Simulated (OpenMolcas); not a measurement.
# One shape, several levels: C2H4F2 (1,2-difluoroethane)

We compute a comparison of 6 runs (HF/3-21G, HF/def2-SVPD, M06-2X/def2-SVPD, PBE/def2-SVPD, revPBE/def2-SVPD, CCSD(T)/def2-SVPD) of C2H4F2 (1,2-difluoroethane). 

The calculation is run with OpenMolcas 26.06.

1 further run of the same task is left out (set aside as unsound or not needed).

**1. The structure to begin with**

The species is C2H4F2 (8 atoms), meant as a singlet with charge 0. SMILES: `FCCF`. The coordinates come from a PBE0-D4/def2-TZVP relaxation. This is one conformer, not always the lowest.

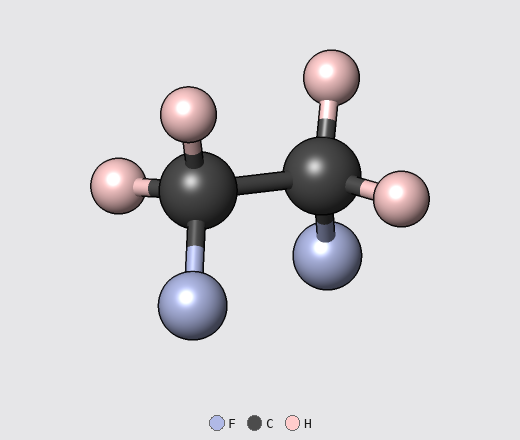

Viewed from a chosen angle; fluorine light blue, carbon dark grey, hydrogen pink.

**2. Energy and forces at HF/3-21G (run 1)**

test.inp reads:

```
&GATEWAY
BasLib=$CurrDir
Coord
8
angstrom
F       -1.312370       0.775570       0.874010
C       -0.115750       0.716060       0.193200
C        0.217900      -0.696080      -0.177380
F       -0.618130      -1.153280      -1.172850
H       -0.201180       1.337840      -0.702830
H        0.670250       1.117960       0.841860
H        1.248900      -0.742470      -0.544780
H        0.110390      -1.355610       0.688780
Basis=3-21G
Group=NoSym
&SEWARD
&SCF
Thresholds=1e-10 1e-07 1e-07 1e-05
PrOrbitals=1 2
&ALASKA
```

The basis set 3-21G is read from a file made from the Basis Set Exchange's data (not shown).

Command:

```
export MOLCAS_MEM=1860
pymolcas test.inp > test.log
```

Standard output:

```text
--- Start Module: gateway ---
[...]
--- Stop Module: gateway /rc=_RC_ALL_IS_WELL_ ---
[...]
      Basis functions           44
[...]
--- Start Module: scf ---
[...]
       Convergence after  11 Iterations
[...]
::    Total SCF energy                               -275.4166176203
[...]
      Total spin, S                                     0.0000000000
[...]
      Total electronic charge=   34.000000
      Total            charge=   -0.000000
[...]
      Dipole Moment (debye):
      Origin of the operator (angstrom)=   -0.5090   -0.0996   -0.0788
                   X=  3.0897E+00               Y=  6.0451E-01               Z=  4.7830E-01           Total=  3.1844E+00
      Quadrupole Moment (debye*angstrom):
[...]
 *              Molecular gradients               *
 **************************************************
  Irreducible representation: a
 ------------------------------------------------------------------------------------------
                              X                       Y                       Z
 ------------------------------------------------------------------------------------------
  F1                1.85950136484845E-02    1.75645997968310E-03   -1.09890704102504E-02
  C2               -2.02590361094073E-02   -1.68285845254812E-02    8.53276618897725E-03
  C3               -2.16066161948731E-02    8.63559654040930E-03   -1.50082600681709E-02
  F4                1.38615498813399E-02    4.59392443230122E-03    1.60119033705062E-02
  H5               -3.31519312365117E-03    7.11716756128888E-03   -7.15802376007213E-03
  H6                6.01430667440050E-03    3.96973390940270E-03    7.97344139458001E-03
  H7                9.09953532977870E-03   -1.01253826510325E-03   -5.63681277626482E-03
  H8               -2.38956010606048E-03   -8.23175963250922E-03    6.27405606069997E-03
[...]
```

Wall time 1.9 s (1 thread of Arm Neoverse V2, shared host); peak memory 0.38 GiB.

**3. Energy and forces at HF/def2-SVPD (run 2)**

job.input reads:

```
&GATEWAY
BasLib=$CurrDir
Coord
8
angstrom
F       -1.312370       0.775570       0.874010
C       -0.115750       0.716060       0.193200
C        0.217900      -0.696080      -0.177380
F       -0.618130      -1.153280      -1.172850
H       -0.201180       1.337840      -0.702830
H        0.670250       1.117960       0.841860
H        1.248900      -0.742470      -0.544780
H        0.110390      -1.355610       0.688780
Basis=def2-SVPD
Group=NoSym
&SEWARD
&SCF
Thresholds=1e-10 1e-07 1e-07 1e-05
PrOrbitals=1 1
&ALASKA
```

The basis set def2-SVPD is read from a file made from the Basis Set Exchange's data (not shown).

Command:

```
export MOLCAS_MEM=1860
pymolcas job.input > job.log
```

Standard output:

```text
--- Start Module: gateway ---
[...]
--- Stop Module: gateway /rc=_RC_ALL_IS_WELL_ ---
[...]
      Basis functions          118
[...]
--- Start Module: scf ---
[...]
       Convergence after  12 Iterations
[...]
::    Total SCF energy                               -276.7287533858
[...]
      Total spin, S                                     0.0000000000
[...]
      Total electronic charge=   34.000000
      Total            charge=   -0.000000
[...]
      Dipole Moment (debye):
      Origin of the operator (angstrom)=   -0.5090   -0.0996   -0.0788
                   X=  2.9697E+00               Y=  5.8102E-01               Z=  4.5971E-01           Total=  3.0607E+00
      Quadrupole Moment (debye*angstrom):
[...]
 *              Molecular gradients               *
 **************************************************
  Irreducible representation: a
 ------------------------------------------------------------------------------------------
                              X                       Y                       Z
 ------------------------------------------------------------------------------------------
  F1               -1.09064136073584E-02    6.90877266114054E-04    5.96711209487122E-03
  C2                6.44180910927172E-03   -6.42040089258256E-03   -2.17802066356532E-03
  C3                2.67743807221077E-03    8.20289999085855E-03    3.59561781193346E-03
  F4               -7.63309810325730E-03   -4.31797908402132E-03   -8.83867510775005E-03
  H5                6.72531219872013E-04    1.71072588820920E-03   -4.01102855099733E-03
  H6                4.14454775457163E-03    1.25304120078429E-03    1.44873621425701E-03
  H7                4.54679925183932E-03    4.47237874099504E-04   -1.06472889237486E-04
  H8                5.63863028422706E-05   -1.56640224340876E-03    4.12273109042172E-03
[...]
```

Wall time 17 s (1 thread of Arm Neoverse V2, shared host); peak memory 0.74 GiB.

Runs 3 to 4 aren't shown in full; the table further down has their settings and results.

**4. Energy and forces at revPBE/def2-SVPD (run 5)**

run.input reads:

```
* C2H4F2 Kohn-Sham DFT

&gateway
  baslib = $CurrDir
  coord
  8
  bohr
  F     -2.48001987     1.46561489     1.65163953
  C     -0.21873580     1.35315729     0.36509509
  C      0.41177132    -1.31540056    -0.33519962
  F     -1.16809641    -2.17938335    -2.21636529
  H     -0.38017510     2.52815120    -1.32815621
  H      1.26658894     2.11263822     1.59088484
  H      2.36007896    -1.40306496    -1.02948500
  H      0.20860687    -2.56173163     1.30160556
  basis = def2-SVPD
  group = NoSym

&seward
  gridinput
  Grid=UltraFine
  End of Grid

&scf
  ksdft = revPBE
  thresholds = 1e-10 1e-07 1e-07 1e-05
  prorbitals = 0

&alaska
```

The basis set def2-SVPD is read from a file made from the Basis Set Exchange's data (not shown).

Command:

```
export MOLCAS_MEM=1860
pymolcas run.input > run.log
```

Standard output:

```text
--- Start Module: gateway ---
[...]
--- Stop Module: gateway /rc=_RC_ALL_IS_WELL_ ---
[...]
      Basis functions          118
[...]
--- Start Module: scf ---
[...]
       Convergence after  12 Iterations
[...]
::    Total KS-DFT energy                            -278.0108386879
[...]
      Total spin, S                                     0.0000000000
[...]
      Total electronic charge=   34.000000
      Total            charge=   -0.000000
[...]
      Dipole Moment (debye):
      Origin of the operator (angstrom)=   -0.5090   -0.0996   -0.0788
                   X=  2.4926E+00               Y=  4.8767E-01               Z=  3.8585E-01           Total=  2.5690E+00
      Quadrupole Moment (debye*angstrom):
[...]
 *              Molecular gradients               *
 **************************************************
  Irreducible representation: a
 ------------------------------------------------------------------------------------------
                              X                       Y                       Z
 ------------------------------------------------------------------------------------------
  F1                1.62246025735033E-02   -1.98970167846779E-03   -9.32633463978227E-03
  C2               -5.40533918903208E-03   -1.87871876602408E-04    1.89232689615504E-03
  C3               -4.29774914855852E-03   -1.71186246344313E-03   -3.38912023739438E-03
  F4                1.08731786420355E-02    7.29152790777476E-03    1.35197458160228E-02
  H5                2.56188589176531E-04   -6.31695369766305E-03    8.53314577234876E-03
  H6               -7.82280334731311E-03   -4.31052641432061E-03   -5.91982588298867E-03
  H7               -1.02153736637360E-02    7.80912380750296E-04    3.12470943461296E-03
  H8                3.87295543879951E-04    6.44447584200636E-03   -8.43464715902531E-03
[...]
```

Run time: 53 s. Hardware: 1 thread of Arm Neoverse V2, shared host; peak memory 0.74 GiB.

**5. The energy at CCSD(T)/def2-SVPD (Cholesky decomposition) (run 6)**

calc.input reads:

```
&GATEWAY
BasLib
$CurrDir
Coord
8
angstrom
F       -1.312370       0.775570       0.874010
C       -0.115750       0.716060       0.193200
C        0.217900      -0.696080      -0.177380
F       -0.618130      -1.153280      -1.172850
H       -0.201180       1.337840      -0.702830
H        0.670250       1.117960       0.841860
H        1.248900      -0.742470      -0.544780
H        0.110390      -1.355610       0.688780
Basis
def2-SVPD
Group
NoSym
&SEWARD
High
&SCF
Thresholds
1e-10 1e-07 1e-07 1e-05
PrOrbitals
1 1
&CHCC
Frozen
4
Threshold
1e-08
MaxIterations
80
&CHT3
Frozen
4
```

The basis set def2-SVPD is read from a file made from the Basis Set Exchange's data (not shown).

Command:

```
export MOLCAS_MEM=1860
pymolcas calc.input > calc.log
```

Standard output:

```text
--- Start Module: gateway ---
[...]
--- Stop Module: gateway /rc=_RC_ALL_IS_WELL_ ---
[...]
      Basis functions          118
[...]
       Convergence after  12 Iterations
[...]
::    Total SCF energy                               -276.7287533558
[...]
      Total spin, S                                     0.0000000000
[...]
      Total electronic charge=   34.000000
      Total            charge=   -0.000000
[...]
      Dipole Moment (debye):
      Origin of the operator (angstrom)=   -0.5090   -0.0996   -0.0788
                   X=  2.9697E+00               Y=  5.8102E-01               Z=  4.5971E-01           Total=  3.0607E+00
      Quadrupole Moment (debye*angstrom):
[...]
--- Start Module: chcc ---
[...]
--- Stop Module: chcc /rc=_RC_ALL_IS_WELL_ ---
[...]
--- Start Module: cht3 ---
[...]
--- Stop Module: cht3 /rc=_RC_ALL_IS_WELL_ ---
[...]
```

Wall time 10 min (1 thread of Arm Neoverse V2, shared host); peak memory 0.33 GiB.

**6. Overview of the runs**

```
run                                       level  integration grid  integral approximation  energy (Eh)  dipole moment (D) of the reference  HOMO energy (eV)  LUMO energy (eV)  wall time
  1                                    HF/3-21G                 –                    none  -275.416618                                3.18            -13.50              7.12      1.9 s
  2                                HF/def2-SVPD                 –                    none  -276.728753                                3.06            -14.10              2.56       17 s
  3                            M06-2X/def2-SVPD         UltraFine                    none  -277.986853                                2.81            -11.33              0.92       71 s
  4                               PBE/def2-SVPD         UltraFine                    none  -277.805554                                2.60             -7.92             -0.01       56 s
  5                            revPBE/def2-SVPD         UltraFine                    none  -278.010839                                2.57             -7.86             -0.03       53 s
  6  CCSD(T)/def2-SVPD (Cholesky decomposition)                 –                 CD high  -277.456836                                3.06            -14.10              2.56     10 min
```

**7. Summary of results**

```
                                          quantity          value
                               run 6: total energy  -277.45684 Eh
         run 6: dipole moment (mean-field density)         3.06 D
        run 6: HOMO energy (Hartree–Fock orbitals)      -14.10 eV
        run 6: LUMO energy (Hartree–Fock orbitals)        2.56 eV
      run 6: HOMO–LUMO gap (Hartree–Fock orbitals)       16.67 eV
run 6: correlation energy (4 core orbitals frozen)     -728.1 mEh
                             run 6: (T) correction     -18.09 mEh
```

**Reading.** Over runs 1, 2, 3, 4, 5 the dipole moment (its size) runs from 2.57 D (revPBE/def2-SVPD) to 3.18 D (HF/3-21G). The two ends differ in method and basis. Over runs 1, 2, 3, 4, 5 the HOMO–LUMO gap runs from 7.83 eV (revPBE/def2-SVPD) to 20.62 eV (HF/3-21G). Totals of different functionals can't be ranked against each other. All runs together took 13 min, the longest 10 min.
